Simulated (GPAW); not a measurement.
Band structure of HfB2 (P6/mmm, 3 atoms in the cell).

```yaml
crystal:
  lattice:
    - [3.17967, 0.00000, 0.00000]
    - [-1.58984, 2.75367, 0.00000]
    - [0.00000, 0.00000, 3.53140]
  atoms:
    - { symbol: Hf, position: [0.00000, 0.00000, 0.00000] }
    - { symbol: B, position: [0.33333, 0.66667, 0.50000] }
    - { symbol: B, position: [0.66667, 0.33333, 0.50000] }
```

Level of theory: PBE, GPAW PAW datasets PBE (gpaw-data 1.0.1) (plane waves; GPAW).

Settings: mode = pw; ecut = 900 eV; xc = PBE; kpts = 8 8 6; mesh shift (steps) = 0 0 0; occupations.name = fermi-dirac; occupations.width = 0.1 eV; nbands = -9; convergence.density = 1e-05 e/electron; convergence.energy = 1e-05 eV/electron; symmetry.symmorphic = false; symmetry.tolerance = 0.0005; maxiter = 150; bandpath_npoints = 40.

The starting cell comes from a database of computed structures (which also holds hypothetical and non-ambient phases and stackings), without a prior relaxation at this level. Its lattice was rescaled by a random factor within 2.5 % of one. Spin-orbit coupling is off.

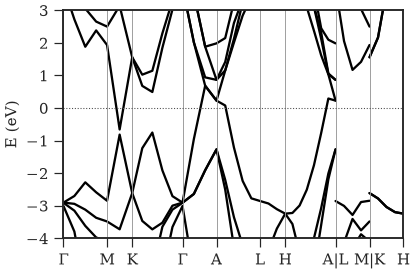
*Bands along the path, energies from the Fermi level.*

Levels in eV from the Fermi level, bands 6 to 13:
```
point      6      7      8      9    10    11    12    13
-----  -----  -----  -----  -----  ----  ----  ----  ----
Γ      -3.01  -2.91  -2.90  -2.90  3.72  3.72  4.32  4.32
M      -9.13  -4.10  -3.48  -2.85  1.93  2.50  5.15  5.34
K      -8.34  -7.65  -2.61  -2.61  1.56  1.56  3.22  8.87
A      -8.29  -1.27  -1.27   0.23  0.23  0.86  0.86  1.98
L      -7.56  -4.92  -4.66  -2.86  3.70  3.80  5.83  6.66
H      -9.07  -5.55  -3.24  -3.24  4.07  5.06  6.40  6.40
```

Bands cross the Fermi level along this path, so the cell is metallic at this level.
